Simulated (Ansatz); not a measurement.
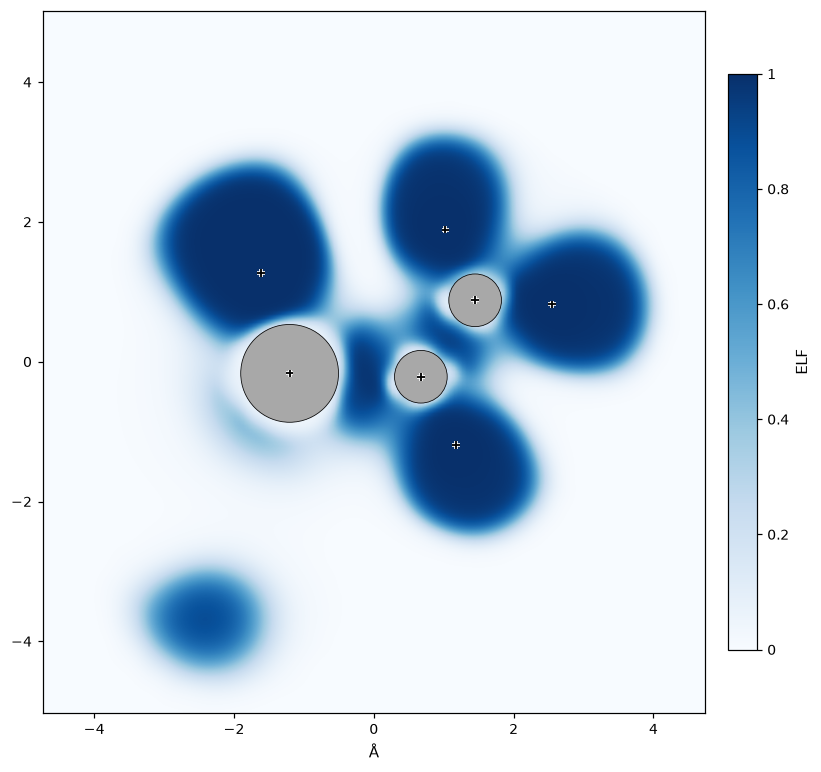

The electron localisation function on a plane through atoms (crosses mark nuclei in the plane; grey discs cover the cores).

Level of theory: isolated molecule in a Gaussian basis; Kohn-Sham density functional theory, functional PBE0 (Ansatz).

Candidates:
A. BGaH₂O (SMILES O=[B][GaH2])
B. C₄H₁₁BSi
C. AlClNO (SMILES [Cl][Al]1[N][O]1) (doublet)

Q: Which candidate gave the map?

A: Candidate B: C₄H₁₁BSi on the plane of atoms C3, C4 and H16, which holds C, Si and H. C–C (1.34 Å): the ELF peaks at about 0.90 between the atoms; a short, multiple covalent bond. C–Si (1.88 Å): the ELF peaks at about 1 between the atoms; a shared electron pair.
